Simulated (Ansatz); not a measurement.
# MgO (rock salt): generalised stacking-fault energy along a line

Generalised stacking fault of MgO (rock salt) on the {100} plane. The cell below holds the perfect crystal with the plane normal along z; tilting its third vector by the shift puts one fault into each cell, between planes 2.10 Å apart, at fixed cell height.

```yaml
crystal:
  lattice:
    - [2.97295, 0.00000, 0.00000]
    - [0.00000, 2.97295, 0.00000]
    - [1.48647, 1.48647, 6.30657]
  atoms:
    - { symbol: O, position: [0.00000, 0.00000, 0.83333] }
    - { symbol: O, position: [0.33333, 0.33333, 0.16667] }
    - { symbol: O, position: [0.66667, 0.66667, 0.50000] }
    - { symbol: Mg, position: [0.50000, 0.50000, 0.83333] }
    - { symbol: Mg, position: [0.83333, 0.83333, 0.16667] }
    - { symbol: Mg, position: [0.16667, 0.16667, 0.50000] }
```

In-plane vectors a = (2.973, 0.000) Å, b = (0.000, 2.973) Å, area 8.84 Å². The shift is s times the vector a (length 2.973 Å), so s = 1 restores the start. The shift is rigid: no atom relaxes. γ = [E(shift) − E(0)] / area.

All values below come from r2SCAN (plane waves to 500 eV, PAW, scalar-relativistic; Ansatz, a quantum-chemistry and plane-wave program). k mesh 10×10×10 (Γ-centred), Fermi-Dirac smearing 0.05 eV. Energies are extrapolated to zero smearing. Faults lie only 6.3 Å apart, and holding the cell height and the atoms raises γ above its relaxed value. MgO was relaxed with its symmetry unable to fall. γ is measured from zero shift.

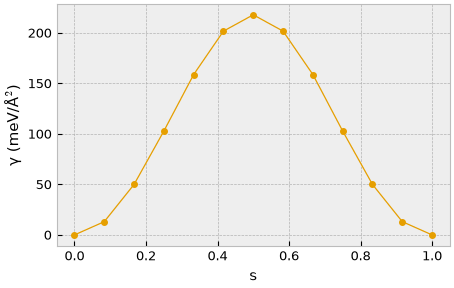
Fig. 1. γ (meV/Å²) against s; one marker a computed point (the last repeats the first, one period on).

The steepest slope dγ/d(shift) before the first maximum (spline) comes out as 37 GPa and the highest computed γ on the line is 3.49 J/m². Local minima between the ends: no computed point is one. Position of the highest point: s = 0.500.

A slope of 1 mJ/m² per Å is 0.01 GPa.

(The slope of γ gives the shear force per area between the displaced halves; near zero shift its curvature is an elastic stiffness.)
